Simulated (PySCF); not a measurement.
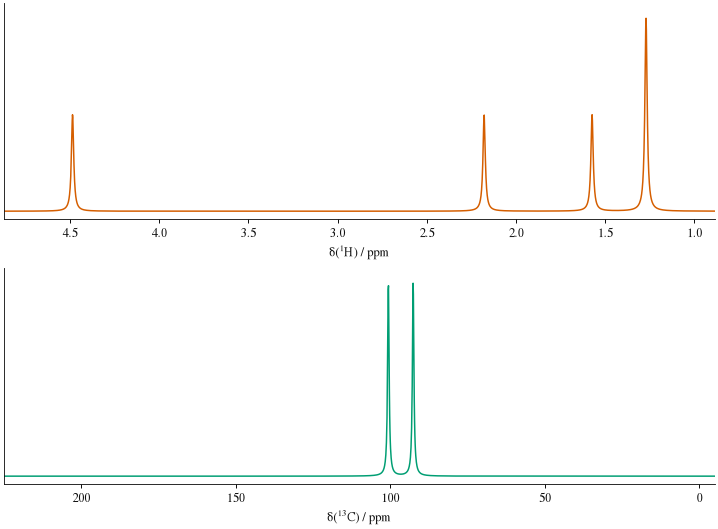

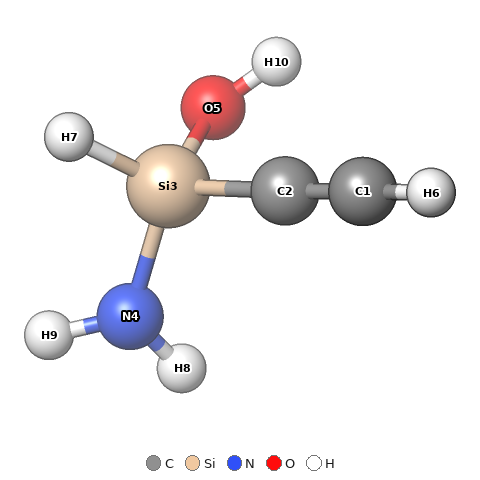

Spectrum and numbered structure of C₂H₅NOSi, SMILES C#C[Si@H](N)O. GIAO shifts, BHandHLYP/pcSseg-2, PySCF 2.14.0, at a PBE0-D3(BJ)/def2-SVP geometry (no frequency check), against TMS for ¹H and TMS for ¹³C computed at the same level. Gas phase, fully decoupled, line heights follow the number of nuclei, widths are arbitrary (no quadrupolar broadening); values of one conformer, averaged over nuclei that symmetry, rotation about single bonds or inversion at nitrogen exchange, these motions taken as fast. Protons on N, O or S are those of the isolated molecule, without hydrogen bonds to neighbours or exchange.

Which atoms give which ¹H line?

Answer.
| δ (ppm) | nuclei | atoms |
| --- | --- | --- |
| 4.49 | 1 | H7 |
| 2.18 | 1 | H6 |
| 1.57 | 1 | H10 |
| 1.27 | 2 | H8, H9 |

Assign the ¹³C signals to the numbered atoms.

Answer.
```tsv
δ (ppm)	nuclei	atoms
100.6	1	C1
92.6	1	C2
```
